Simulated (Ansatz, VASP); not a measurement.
# BAs in two plane-wave programs, part 2 of 2

Aim: how closely do two programs agree when they are given the same cell, functional and k mesh?  Other levels of theory on this material are compared in a session of their own. Valence electrons are named where the data sets of a main pair hold unlike numbers.

VASP 6.6.1 and Ansatz 0.2.0.

So far. Step 2 (VASP: band structure, PBE, spin-orbit coupling): At this level the cell is under a pressure of 3.5 GPa, so at these settings it is away from equilibrium.

## 3. Ansatz: band structure, PBE, spin-orbit coupling

Level of this step: Ansatz beside VASP: Kohn-Sham DFT, plane waves, PBE, spin-orbit coupling (Ansatz).

Ansatz runs on its fully relativistic PAW (standard-fr) files.

The same cell, functional, mesh and smearing now go to Ansatz, which takes its cutoff from its data sets.

The input, input.yaml:

```yaml
crystal:
  lattice:
    - [0.0, 2.3885, 2.3885]
    - [2.3885, 0.0, 2.3885]
    - [2.3885, 2.3885, 0.0]
  atoms:
    - { symbol: B, position: [0.0, 0.0, 0.0] }
    - { symbol: As, position: [0.25, 0.25, 0.25] }
hamiltonian:
  xc: pbe
  pseudopotentials: { kind: paw_fr }
magnetization:
  noncollinear: true
  spin_orbit: true
kpoints:
  mp_grid: { grid: [6, 6, 6] }
  band_path:
    path:
      - [0.0, 0.0, 0.0]
      - [0.16667, 0.0, 0.16667]
      - [0.33333, 0.0, 0.33333]
      - [0.4, 0.0, 0.4]
      - [0.5, 0.0, 0.5]
      - [0.5, 0.08333, 0.58333]
      - [0.5, 0.18333, 0.68333]
      - [0.5, 0.25, 0.75]
      - [0.45, 0.3, 0.75]
      - [0.40833, 0.34167, 0.75]
      - [0.35, 0.35, 0.7]
      - [0.225, 0.225, 0.45]
      - [0.075, 0.075, 0.15]
      - [0.03333, 0.03333, 0.03333]
      - [0.23333, 0.23333, 0.23333]
      - [0.4, 0.4, 0.4]
      - [0.51667, 0.46667, 0.51667]
      - [0.55833, 0.38333, 0.55833]
      - [0.60833, 0.28333, 0.60833]
      - [0.60833, 0.25, 0.64167]
      - [0.55833, 0.25, 0.69167]
      - [0.51667, 0.25, 0.73333]
      - [0.5, 0.3, 0.7]
      - [0.5, 0.38333, 0.61667]
      - [0.5, 0.48333, 0.51667]
      - [0.475, 0.475, 0.55]
      - [0.425, 0.425, 0.65]
      - [0.38333, 0.38333, 0.73333]
      - [0.59167, 0.18333, 0.59167]
      - [0.55, 0.1, 0.55]
      - [0.5, 0.0, 0.5]
    npoints: 1
scf:
  occupations: { method: gaussian, width: 0.02 }
  n_extra_bands: 14
output:
  forces: true
  stress: true
  eigenvalues: true
  write_density: true
  write_potential: true
  elf: true
  volumetric_format: npy
```

The run is started by

```bash
ansatz run input.yaml --threads 2 --pin off --max-ram 4608MiB --backend cpu --events-out ev --progress --plain --runs-dir out
```

Numbers of over 12 decimals in the logs are rounded to 6 here.

Log:

```text
scf.n_extra_bands = 14 over 18 filled bands (N_el = 18.0): the run solves 32 bands
Engine: ansatz 0.2.0, aarch64-unknown-linux-gnu
Pseudopotentials: kind: paw_fr
Pseudopotential: B, paw_fr, valence charge 3, recommended cutoff 420 eV (normal), B.paw.azcp#standard-fr
Pseudopotential: As, paw_fr, valence charge 15, recommended cutoff 420 eV (normal), As.paw.azcp#standard-fr
Functional definition: PBE
  parameter kappa = 0.804
  parameter beta = 0.066725
  exchange = pbe_x(kappa = kappa, mu = beta*pi^2/3)
  correlation = pbe_c(beta = beta)
non-collinear run that drives no moment, with spin-orbit: no starting moment large enough to seed its density (crystal.atoms[].spin), no starting occupations that ask for one, no magnetisation constraint and no magnetic field, so the semilocal B_xc is pinned to zero
Crystal: 2 atoms, lattice volume = 27.252 Å³
Basis set: ecut = 420 eV, 531 PW (Γ), exchange–correlation on 48×48×48 points (8 copies of the dense FFT grid, shifted against one another)
Bands: 32, of which v1, the nominal top of the filled ones, is band 18 counted from 1 (17 counted from 0)
Symmetry: 24 space group operations + 24 with time reversal
Magnetic group: BNS 216.75 (UNI 1577), of the structure as read, at distance tolerance 3.0e-5 Å
k-points: 16 of 216 (time reversal used)
Projection manifold: j_resolved (fully-relativistic pseudo-atomic orbitals)
Non-local potential: B, projectors of the file, l = 0: 2, l = 1: 4, l = 2: 2
Non-local potential: As, projectors of the file, l = 0: 2, l = 1: 4, l = 2: 6, l = 3: 2
PAW form: soft (Blöchl's): semilocal exchange-correlation on the pseudo side does not see the compensation charge
PAW one-centre angular grid: B, 110 points (default); XC on 64 Gauss nodes
PAW one-centre angular grid: As, 590 points (default); XC on 64 Gauss nodes
Initial density: superposition of atomic densities (chi_scale 0.1, normalization cell, long waves kept (reshape's long-wave potential 0.00 eV rms))
Initial wavefunctions: pseudopotential atomic-orbital guess
Functional: x = pbe(κ = 0.804, μ = 0.219515), c = pbe(β = 0.066725)
SCF iter   1: F=—  HF=-5012.854178 eV  |F-HF|=—  |Δ(HF+E_count)|=         —  Δρ=7.82e-2  dr2=2.10e0  dr2_m=0.00e0 (ungated)  ethr=3.10e-3  |M|=0.00e0 ∫|m|=0.00e0 μB  |m|>n=0.0e0 m-floor=0.0e0 τ_xc=0.0e0  β_m=0.30  ⟨swp⟩=6.6  Hψ=3313  notcnv=0  defer=21
preconditioner: auto → none  [insulator: Δε(μ)=1.772 eV  Ē_g=15.743 eV  σ=0.020 eV  W_gap=1.00  n_scr=8 (ndim 8)  ℏωp=20.1 eV  f_vac=0.000  D(μ)=0.00/eV (n_scr^D=0)  ε∞_Penn≈2.6]
SCF iter   2: F=—  HF=-5012.297910 eV  |F-HF|=—  |Δ(HF+E_count)|=   5.56e-1  Δρ=3.74e-2  dr2=3.72e-1  dr2_m=0.00e0 (ungated)  ethr=3.10e-3  |M|=0.00e0 ∫|m|=0.00e0 μB  |m|>n=0.0e0 m-floor=0.0e0 τ_xc=0.0e0  β_m=0.39  ⟨swp⟩=2.0  Hψ=788  notcnv=0  defer=124
SCF iter   3: F=—  HF=-5012.209772 eV  |F-HF|=—  |Δ(HF+E_count)|=   8.81e-2  Δρ=1.37e-2  dr2=3.48e-2  dr2_m=0.00e0 (ungated)  ethr=2.07e-3  |M|=0.00e0 ∫|m|=0.00e0 μB  |m|>n=0.0e0 m-floor=0.0e0 τ_xc=0.0e0  β_m=0.54  ⟨swp⟩=2.1  Hψ=563  notcnv=0  defer=124
SCF iter   4: F=—  HF=-5012.207659 eV  |F-HF|=—  |Δ(HF+E_count)|=   2.11e-3  Δρ=2.00e-3  dr2=5.91e-4  dr2_m=0.00e0 (ungated)  ethr=1.93e-4  |M|=0.00e0 ∫|m|=0.00e0 μB  |m|>n=0.0e0 m-floor=0.0e0 τ_xc=0.0e0  β_m=0.57  ⟨swp⟩=2.6  Hψ=568  notcnv=0  defer=124
SCF iter   5: F=—  HF=-5012.207822 eV  |F-HF|=—  |Δ(HF+E_count)|=   1.63e-4  Δρ=4.44e-4  dr2=2.38e-5  dr2_m=0.00e0 (ungated)  ethr=3.28e-6  |M|=0.00e0 ∫|m|=0.00e0 μB  |m|>n=0.0e0 m-floor=0.0e0 τ_xc=0.0e0  β_m=0.69  ⟨swp⟩=2.2  Hψ=559  notcnv=0  defer=124
SCF iter   6: F=—  HF=-5012.207841 eV  |F-HF|=—  |Δ(HF+E_count)|=   1.85e-5  Δρ=4.69e-5  dr2=2.98e-7  dr2_m=0.00e0 (ungated)  ethr=1.32e-7  |M|=0.00e0 ∫|m|=0.00e0 μB  |m|>n=0.0e0 m-floor=0.0e0 τ_xc=0.0e0  β_m=0.84  ⟨swp⟩=2.1  Hψ=612  notcnv=0  defer=124
SCF iter   7: F=-5012.207841 eV  HF=-5012.207841 eV  |F-HF|=3.19e-9  |Δ(HF+E_count)|=   2.14e-7  Δρ=4.97e-6  dr2=4.21e-9  dr2_m=0.00e0 (ungated)  ethr=5.56e-10  |M|=0.00e0 ∫|m|=0.00e0 μB  |m|>n=0.0e0 m-floor=0.0e0 τ_xc=0.0e0  ⟨swp⟩=13.1  Hψ=3616  notcnv=0
SCF 1 converged in 7 iterations: F = -5012.207841 eV  dr2 = 4.21e-9
  greatest PAW one-centre occupation: 0.999 electrons in one spin orbital (limit 2), on the As atom at site 1 (counted from 0), in its partial waves of l = 2
NSCF: frozen V_eff on 31 k-points
SCF converged after 7 iterations
Magnetization: |M| = 0.0000 μB,  M = (+0.0000, +0.0000, +0.0000) μB
Absolute magnetization: 0.0000 μB (∫|m|)
  site 0: m = (+0.0000, +0.0000, +0.0000) μB, |m| = 0.0000 μB  (R = 0.85 Å)
  site 1: m = (+0.0000, +0.0000, +0.0000) μB, |m| = 0.0000 μB  (R = 0.85 Å)
Free energy (F): -5012.207841 eV
Harris-Foulkes:  -5012.207841 eV  (|F-HF|=3.19e-9)
Internal energy: -5012.207841 eV  (E = F + TS)
E sigma→0 (E₀):  -5012.207841 eV
Fermi energy:    11.804028 eV
--- Per-component energies (eV) ---
  E_band       = -210.094991
  E_kinetic    = 152.213340
  E_local      = -1694.188019  (includes V_loc(G=0)·N_el)
  E_nonlocal   = -657.506918
  E_hartree    = 940.225297
  E_xc         = -111.441086
  E_vxc        = -117.671352  (∫ρ·V_xc dr)
  E_paw        = -1915.735464  (= ΣΔE_a)
  E_vpaw       = 226.606372  (= ΣTr[D̂ρ^β])
  E_aug_tail   = 0.000007  (compensation charges beyond the density's cutoff)
  E_ewald      = -1725.774997
  E_smearing   = -0.000000  (= −TS)
  E_closure    = 0.000000  (closes the sum)
  Σ components = -5012.207841   (vs F -5012.207841, Δ=0.00e0)
--- Forces (eV/Å), atoms counted from 1 ---
  atom   1  B      0.00000000    -0.00000000     0.00000000
  atom   2  As     0.00000000    -0.00000000    -0.00000000
  max |Σ_I F_I| component: 5.20e-16 eV/Å
--- Stress (GPa, compression-positive) ---
        2.798284      -0.000000      -0.000000
        0.000000       2.798284       0.000000
        0.000000       0.000000       2.798284
  P = ⅓ Tr σ = 2.7983 GPa (27.983 kbar)
--- Band table (eV; the first three rows and the last of 16) ---
  k-point 0: bands = [... 14 lower, 11.1962, 11.1962, 11.1962, 11.1962, 14.2693, 14.2693, 14.4827, 14.4827, ... 10 higher]
  k-point 1: bands = [... 14 lower, 10.3801, 10.3801, 10.5163, 10.5183, 14.4282, 14.4282, 15.2305, 15.2305, ... 10 higher]
  k-point 2: bands = [... 14 lower, 9.5428, 9.5428, 9.6851, 9.6868, 13.9925, 13.9925, 15.9149, 15.9149, ... 10 higher]
  k-point 15: bands = [... 14 lower, 5.9096, 6.0295, 6.1829, 6.2016, 14.8916, 14.9357, 15.1253, 15.1287, ... 10 higher]
```

Elapsed: 2.9 s, on 2 threads of Arm Neoverse V2, shared host; peak memory 0.35 GiB; 5.5 s of CPU time.

The column dr2 measures how far the density is from self-consistency, as an energy; F and HF (Harris–Foulkes) agree once it is small.

## 4. Differences

Known differences besides the potentials themselves: spin-orbit coupling enters by fully relativistic files in Ansatz and inside the spheres in VASP; the data sets hold 18 valence electrons in Ansatz (on its fully relativistic PAW (standard-fr) files) and 8 in VASP. Total energies have different zeros and are not compared.

The two programs side by side:

| quantity | Ansatz | VASP | difference |
| --- | --- | --- | --- |
| pressure (GPa) | 2.80 | 3.50 | -0.71 |
| pressure without Ansatz's Pulay correction (GPa) | 2.70 | 3.50 | -0.81 |
| gap over the path points (eV) | 1.117 | 1.109 | +0.008 |

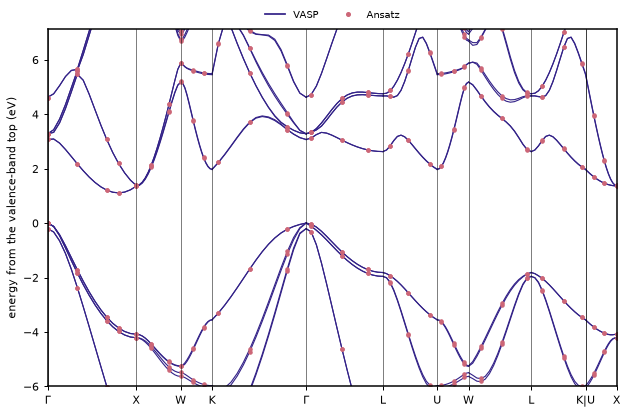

Bands from VASP (lines) and levels from Ansatz (dots). Dots without a line are higher empty bands that the VASP plot leaves out.

Levels at points of the path, from each program's valence-band top (eV; 6 filled, then empty):

```
k (reciprocal lattice)                                                               Ansatz                                                                 VASP
     0.000 0.000 0.000        -0.21 -0.21 0.00 0.00 0.00 0.00 3.07 3.07 3.29 3.29 3.29 3.29        -0.20 -0.20 0.00 0.00 0.00 0.00 3.07 3.07 3.28 3.28 3.28 3.28
     0.167 0.000 0.167    -2.37 -2.37 -1.83 -1.83 -1.71 -1.71 2.18 2.18 5.47 5.47 5.61 5.61    -2.36 -2.36 -1.83 -1.83 -1.71 -1.71 2.18 2.18 5.47 5.47 5.60 5.60
     0.333 0.000 0.333    -6.01 -6.01 -3.59 -3.59 -3.45 -3.45 1.22 1.22 3.07 3.07 9.02 9.02    -6.01 -6.01 -3.59 -3.59 -3.46 -3.46 1.21 1.21 3.06 3.06 9.00 9.00
     0.400 0.000 0.400  -7.38 -7.38 -3.98 -3.98 -3.85 -3.85 1.12 1.12 2.20 2.20 10.27 10.27  -7.39 -7.39 -3.98 -3.98 -3.86 -3.86 1.11 1.11 2.19 2.19 10.25 10.25
     0.500 0.000 0.500  -8.59 -8.59 -4.21 -4.21 -4.08 -4.08 1.37 1.37 1.38 1.38 11.25 11.25  -8.60 -8.60 -4.21 -4.21 -4.08 -4.08 1.36 1.36 1.38 1.38 11.22 11.22
     0.500 0.083 0.583  -8.50 -8.48 -4.60 -4.53 -4.44 -4.43 2.05 2.09 2.13 2.13 10.46 10.55  -8.52 -8.49 -4.60 -4.54 -4.45 -4.43 2.04 2.08 2.12 2.13 10.43 10.53
     0.500 0.183 0.683    -8.25 -8.19 -5.40 -5.27 -5.10 -5.08 4.07 4.12 4.36 4.36 8.10 8.23    -8.26 -8.20 -5.41 -5.28 -5.11 -5.09 4.06 4.10 4.35 4.36 8.08 8.21
     0.500 0.250 0.750    -8.16 -8.08 -5.63 -5.49 -5.25 -5.24 5.20 5.20 5.88 5.88 6.70 6.75    -8.17 -8.09 -5.63 -5.50 -5.26 -5.25 5.17 5.18 5.87 5.87 6.69 6.73
     0.450 0.300 0.750    -8.18 -8.11 -5.85 -5.75 -4.64 -4.58 3.75 3.78 5.60 5.63 7.59 7.69    -8.19 -8.12 -5.86 -5.76 -4.64 -4.59 3.73 3.77 5.59 5.62 7.57 7.68
     0.408 0.342 0.750    -8.22 -8.16 -6.02 -5.92 -3.85 -3.81 2.39 2.42 5.50 5.53 8.63 8.72    -8.23 -8.17 -6.03 -5.93 -3.85 -3.82 2.38 2.41 5.48 5.52 8.61 8.70
```

Among the levels compared at these points, filled levels agree within 14 meV and empty ones within 26 meV. Ansatz's pressure holds a Pulay correction of 0.10 GPa; VASP's holds none.

## 5. Results

```
largest difference of a filled level at the path points (band structure, PBE, spin-orbit coupling) : 14 meV
difference in pressure (band structure, PBE, spin-orbit coupling)                                  : -0.71 GPa
```

The difference in pressure is -0.71 GPa (band structure, PBE, spin-orbit coupling), within the 1 GPa picked in this series as the mark of a large difference. The data sets hold unlike numbers of valence electrons (18 in Ansatz and 8 in VASP), so part of the differences comes from the potentials. 6 further runs of this series are not shown here. How closely two codes agree says nothing of how well the functional describes the real material.

[Lines on the potential files, build, host, timing and source positions are cut from VASP's logs without a mark.]

[Logs are printed without paths, hosts, clocks, repeated set-up lines and the standing remarks that a program may print on its own settings, such as how far it seeks lower states.]

[Hosts, paths, dates, database ids (printed as entryN), source tags and the programs' standing remarks are cut or masked in the printed files.]
